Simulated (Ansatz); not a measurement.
Computed energy against volume: AlN (wurtzite)

AlN (wurtzite)

```yaml
crystal:
  lattice:
    - [3.12980, 0.00000, 0.00000]
    - [-1.56490, 2.71049, 0.00000]
    - [0.00000, 0.00000, 5.01733]
  atoms:
    - { symbol: Al, position: [0.66667, 0.33333, 0.00337] }
    - { symbol: Al, position: [0.33333, 0.66667, 0.50337] }
    - { symbol: N, position: [0.66667, 0.33333, 0.62183] }
    - { symbol: N, position: [0.33333, 0.66667, 0.12183] }
```

This relaxed cell (volume V₀) is scaled evenly in all directions, its shape held. The atoms relax within the cell's symmetry.

Method: PBE (plane waves to 420 eV, PAW, scalar-relativistic; Ansatz, a program for electronic structure). k mesh 12×12×7 (Γ-centred), Fermi-Dirac smearing 0.05 eV. The energy includes the smearing's −TS. With the shape held, the modulus is that of even scaling; a crystal free to change shape is softer. AlN was relaxed with its symmetry unable to fall. The PAW data are Ansatz's earlier set. ΔE is measured from the relaxed starting cell.

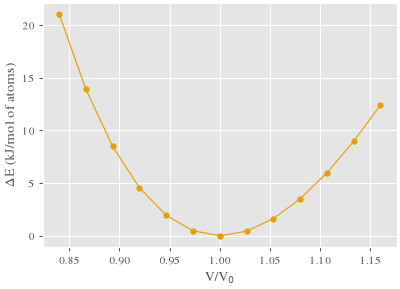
ΔE (kJ/mol of atoms) against V/V₀; one marker a computed point.

The bulk modulus at fixed cell shape B₀ (third-order Birch-Murnaghan fit) comes out as 193 GPa and the energy cost of the largest expansion is 128.7 meV/atom. The energy cost of the largest compression is 218.3 meV/atom and the pressure derivative B₀′ (fit) comes out as 3.9. The pressure for 5 % compression (fit) is 11.0 GPa.

Check by three points about V = 10.641 Å³/atom, step 0.284: d²E/dV² ≈ (4.8 − 2·0.0 + 4.4) meV / 0.284² = 0.114 eV/Å⁶, and V·d²E/dV² × 160.2 = 195 GPa.

(A scan under strain: stresses follow from slopes of the energy per volume, elastic moduli from its curvatures.)
